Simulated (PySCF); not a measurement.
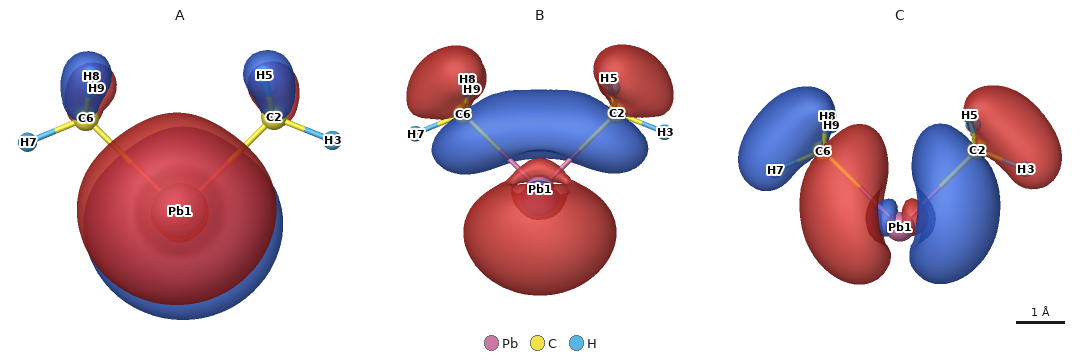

The picture shows: C2H6Pb (Pb(CH3)2). Three frontier orbitals at ±0.08 Å⁻³ᐟ² (blue and red are the two phases), in no order.

Core potentials replace the inner electrons of Pb.

Theory: RKS r2SCAN, Pb def2-SVP with ECP60, C def2-SVP, H def2-SVP; non-relativistic Hamiltonian with scalar-relativistic core potentials where named; density fitting (PySCF).

```xyz
9

Pb    0.0000    0.0000   -0.7917
C     1.6412    0.0000    0.8386
H     2.6601    0.0000    0.4232
H     1.5088    0.8889    1.4793
H     1.5088   -0.8889    1.4793
C    -1.6412    0.0000    0.8386
H    -2.6601    0.0000    0.4232
H    -1.5088   -0.8889    1.4793
H    -1.5088    0.8889    1.4793
```

**Order the three orbitals by energy and name them.**

C is the HOMO−1 (−5.99 eV). Its weight (Hirshfeld) is mainly on Pb1 (about 30 %), C2 (about 25 %) and C6 (about 25 %). B is the HOMO (−5.21 eV). It lies mainly on Pb1 (about 50 %), C2 (about 20 %) and C6 (about 20 %). A is the LUMO (−2.80 eV). Its weight (Hirshfeld) is mainly on Pb1 (about 90 %).

**What is the HOMO–LUMO gap?**

2.41 eV between the orbital energies.
